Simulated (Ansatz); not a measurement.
GeHOF: phonon calculation

The run: phonon calculation of GeHOF. Method and program: RKS PBE0/def2-SVP (Ansatz 0.2.0).

It belongs to a series of runs on one base structure; here: vibrations at the highest image of the band. Figures and captions count atoms from 1; the log counts them from 0 in places.

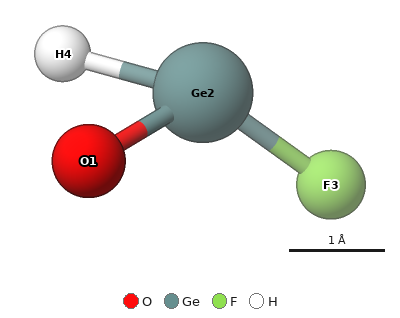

**Figure 1.** The structure (ball-and-stick view, seen at a tilt; atoms are numbered from 1 in the order of the input). Sticks mark near contacts.

## Input file
```yaml
crystal:
  periodic: [false, false, false]
  atoms:
    - { symbol: O, position_ang: [-1.2799, -0.067753, -0.318643] }
    - { symbol: Ge, position_ang: [0.241086, 0.12883, 0.370287] }
    - { symbol: F, position_ang: [1.203511, -1.286521, 0.700794] }
    - { symbol: H, position_ang: [-0.109196, 1.165144, -0.772638] }
basis:
  gaussian: { orbitals: def2-SVP }
hamiltonian:
  xc: pbe0
phonons: {}
```

Launch command:
```bash
ansatz run input.yaml --threads 1 --pin off --max-ram 2048MiB --backend cpu --events-out ev --progress --plain --runs-dir out
```

## Log
```
Engine: ansatz 0.2.0, aarch64-unknown-linux-gnu
Functional definition: PBE0
  parameter a = 0.25
  parameter kappa = 0.804
  parameter beta = 0.06672455060314922
  exchange = (1 - a)*pbe_x(kappa = kappa, mu = beta*pi^2/3) + a*exact_x
  correlation = pbe_c(beta = beta)
670 factors; integrals over basis functions are off by at most 3.1e-4 eV
mean field evaluation 1: about -61263.0594 eV, gradient 7.0e1 eV
mean field evaluation 2: about -61150.2663 eV, gradient 1.9e2 eV
mean field evaluation 4: about -61272.5663 eV, gradient 2.0e1 eV
mean field evaluation 8: about -61273.2681 eV, gradient 1.8e-1 eV
mean field evaluation 16: about -61273.2774 eV, gradient 1.5e-4 eV
mean field -61273.27737967 eV, -2251.7514111836 hartree, gradient 1.8e-5 eV, S^2 0.000000; 0 other end points of the search recorded, 0 dependent functions left out
the calculation of the forces begins
reference -61273.27739885 eV, -2251.7514118886 hartree; 25, 25 occupied and 40, 40 virtual orbitals, 670 factors
these checks for a lower state are left out or cut short: stability, starts, cluster_reference, orbital_swaps, neighbouring_geometries, increment
670 factors; integrals over basis functions are off by at most 3.1e-4 eV
mean field -61273.27726806 eV, -2251.7514070822 hartree, gradient 7.5e-7 eV, S^2 0.000000; 0 other end points of the search recorded, 0 dependent functions left out
[... from here on the field's lines of each further geometry are left out, up to the last ...]
the calculation of the forces begins
reference -61273.27737319 eV, -2251.7514109458 hartree; 25, 25 occupied and 40, 40 virtual orbitals, 670 factors
these checks for a lower state are left out or cut short: stability, starts, cluster_reference, orbital_swaps, neighbouring_geometries, increment
670 factors; integrals over basis functions are off by at most 3.1e-4 eV
mean field evaluation 160: about -61273.2774 eV, gradient 3.1e-5 eV
mean field -61273.27736194 eV, -2251.7514105324 hartree, gradient 1.3e-6 eV, S^2 0.000000; 0 other end points of the search recorded, 0 dependent functions left out
the calculation of the forces begins
reference -61273.27738113 eV, -2251.7514112374 hartree; 25, 25 occupied and 40, 40 virtual orbitals, 670 factors
WARN: phonons: modes at or below zero, which the zero-point energy, F, S and C_V leave out: 1, the lowest at -1254.86 cm⁻¹. A minimum has none, and a first-order saddle one
Total energy: -61273.27739885 eV, -2251.7514118886 hartree
Atom 0 at    -1.279900    -0.067753    -0.318643 Å, force    -0.002344    -0.001045    -0.001250 eV/Å
Atom 1 at     0.241086     0.128830     0.370287 Å, force     0.002644     0.000658     0.004703 eV/Å
Atom 2 at     1.203511    -1.286521     0.700794 Å, force    -0.000893     0.000676    -0.001880 eV/Å
Atom 3 at    -0.109196     1.165144    -0.772638 Å, force     0.000593    -0.000288    -0.001573 eV/Å
Dipole moment:     0.328929     0.441608     0.103674 e Å
Vibrations: -1254.86 174.36 277.26 695.31 921.78 1980.40 cm⁻¹, zero-point energy 0.251012 eV
```

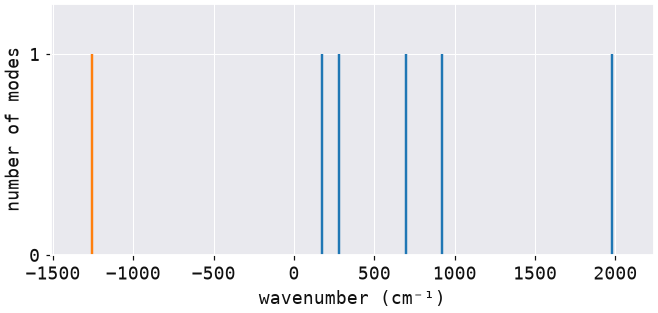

**Figure 2.** Harmonic vibrational wavenumbers from the force constants; neighbouring modes closer than 15 cm⁻¹ are counted in one stick, and imaginary ones are drawn at negative wavenumbers. 6 modes from 1255i to 1980 cm⁻¹, 1 imaginary beyond 8i (1255i cm⁻¹): a first-order saddle point, if the geometry is stationary.

## Key numbers

```csv
quantity,value
outcome,converged
total energy,−61273.2774 eV
mean-field energy,−61273.2774 eV
largest force (length of the vector),0.005 eV/Å
hardware,"1 thread of Arm Neoverse V2, 24 GiB of memory available, shared host"
wall time,24 s
peak memory,0.12 GiB
```
